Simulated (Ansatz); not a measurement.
The figure comes from a scan of SiC (wurtzite): a phonon pattern at M = (0.5, 0.0, 0.0) is frozen into a 8-atom cell, Q being the largest atomic displacement. Calculation: PBE (plane waves to 420 eV, PAW, scalar-relativistic; Ansatz, a quantum-chemistry and plane-wave program). k mesh 6×12×7 (Γ-centred), Fermi-Dirac smearing 0.05 eV. Energies are smeared free energies. SiC was relaxed with its symmetry unable to fall. The zero of ΔE is the undisplaced structure.

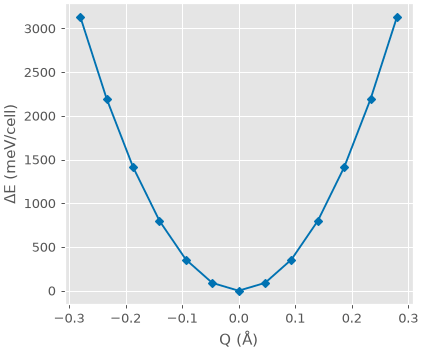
*ΔE (meV/cell) against Q (Å); one marker a computed point.*

Q: Read the plotted values off the figure, to the accuracy that the plot allows.

A: To the nearest 50:

```json
[
 {"Q (Å)": "-0.280", "ΔE (meV/cell)": "3150"},
 {"Q (Å)": "-0.233", "ΔE (meV/cell)": "2200"},
 {"Q (Å)": "-0.187", "ΔE (meV/cell)": "1400"},
 {"Q (Å)": "-0.140", "ΔE (meV/cell)": "800"},
 {"Q (Å)": "-0.093", "ΔE (meV/cell)": "350"},
 {"Q (Å)": "-0.047", "ΔE (meV/cell)": "100"},
 {"Q (Å)": "0.000", "ΔE (meV/cell)": "0"},
 {"Q (Å)": "0.047", "ΔE (meV/cell)": "100"},
 {"Q (Å)": "0.093", "ΔE (meV/cell)": "350"},
 {"Q (Å)": "0.140", "ΔE (meV/cell)": "800"},
 {"Q (Å)": "0.187", "ΔE (meV/cell)": "1400"},
 {"Q (Å)": "0.233", "ΔE (meV/cell)": "2200"},
 {"Q (Å)": "0.280", "ΔE (meV/cell)": "3150"}
]
```

(A displaced cell: forces are minus the slopes of the energy, force constants its curvatures, and phonons follow from these.)
